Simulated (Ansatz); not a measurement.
## Profile along the La–Hg line in LaHg (CsCl type)

LaHg (CsCl type), conventional cell a = 3.837 Å, b = 3.837 Å, c = 3.837 Å, α = 90.00°, β = 90.00°, γ = 90.00°. The calculation uses the primitive cell of 2 atoms, to which meshes and values per cell refer.

Fields along a shortest La–Hg line of a {110} plane (3.32 Å), from La to Hg, interpolated on the slice's grid (step about 0.3 Å). Method: PBEsol (plane waves to 420 eV, PAW, scalar-relativistic; Ansatz, a first-principles code). k mesh 12×12×12. Inside the PAW spheres the values are not all-electron values, and peaks at nuclei hang on which shells count as valence. LaHg is run without spin polarisation. LaHg was relaxed with its symmetry unable to fall. Spin-orbit coupling is left out, though Hg is heavy.

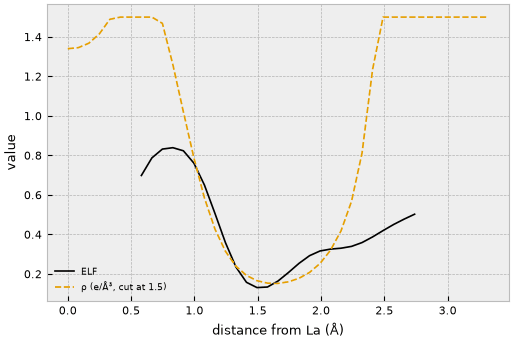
Figure: ELF (away from the nuclei) and valence density from La to Hg.

Density on the La–Hg line (3.32 Å) at its midpoint: 0.15 e/Å³. ELF at that point: 0.2.
